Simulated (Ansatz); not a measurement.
# CH7Al2BOSi: basis-set convergence

How large a basis does CH7Al2BOSi need? Two functionals are run in growing sets.

Method: one geometry, several basis sets; program: Ansatz 0.2.0, Gaussian basis.

Levels to be run: PBE0-D4/def2-SVP; ωB97M-V/def2-SVP; PBE0-D4/def2-QZVPP; ωB97M-V/def2-QZVPP; the functionals' def2-TZVPP values are taken from earlier runs.

## Step 1: The relaxed structure

All runs share one geometry, relaxed beforehand with PBE0-D4 in a triple-zeta def2 set.

13 atoms, charge 0, spin multiplicity 1.

Atoms are counted from 1 here; the program's logs count them from 0.

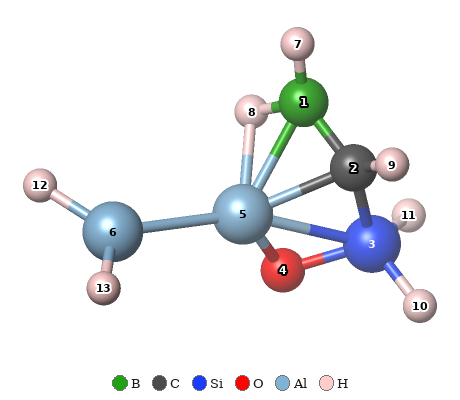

The geometry (boron green, carbon dark grey, silicon blue, oxygen red, aluminium light blue, hydrogen pink); atoms are numbered from 1 in the order of the file.

## Step 2: PBE0-D4 in def2-SVP

The input, in.yaml:

```yaml
crystal:
  periodic: [false, false, false]
  atoms:
    - {symbol: B, position_ang: [-1.338745, 0.956129, -0.481237]}
    - {symbol: C, position_ang: [0.070094, 1.381127, -0.521253]}
    - {symbol: Si, position_ang: [1.365876, 0.524456, -1.591920]}
    - {symbol: O, position_ang: [1.199947, -1.004055, -0.984718]}
    - {symbol: Al, position_ang: [0.084597, -0.596623, 0.279791]}
    - {symbol: Al, position_ang: [-0.424276, -1.932294, 2.425243]}
    - {symbol: H, position_ang: [-2.296506, 1.530279, -0.059382]}
    - {symbol: H, position_ang: [-1.568016, -0.252547, -0.743854]}
    - {symbol: H, position_ang: [0.309392, 2.366152, -0.126431]}
    - {symbol: H, position_ang: [2.716726, 1.098543, -1.352601]}
    - {symbol: H, position_ang: [1.083059, 0.582056, -3.050037]}
    - {symbol: H, position_ang: [-1.678052, -2.906709, 2.508032]}
    - {symbol: H, position_ang: [0.496409, -1.781313, 3.713168]}
basis:
  gaussian: {orbitals: def2-SVP}
hamiltonian: {xc: pbe0, dispersion: d4}
output: {orbitals: {seedname: orbitals}}
```

Command:

```bash
$ ansatz run in.yaml --threads 4 --pin off --events-out ev --progress --plain --max-ram 10444MiB
```

The runs that follow: ωB97M-V in def2-SVP; PBE0-D4 in def2-QZVPP; ωB97M-V in def2-QZVPP.

**Question.** What will the summary of the whole plan be? Wanted: PBE0-D4: double and triple zeta above quadruple; ωB97M-V: double and triple zeta above quadruple.

The runs gave:

| quantity | value |
| --- | --- |
| PBE0-D4: double and triple zeta above quadruple | 12.96, 0.91 eV |
| ωB97M-V: double and triple zeta above quadruple | 13.06, 0.86 eV |

In words: For PBE0-D4 the step from double to triple zeta gains 12.05 eV and the next only 0.91 eV. Total energies overstate the basis error of differences, where much of it tends to cancel.
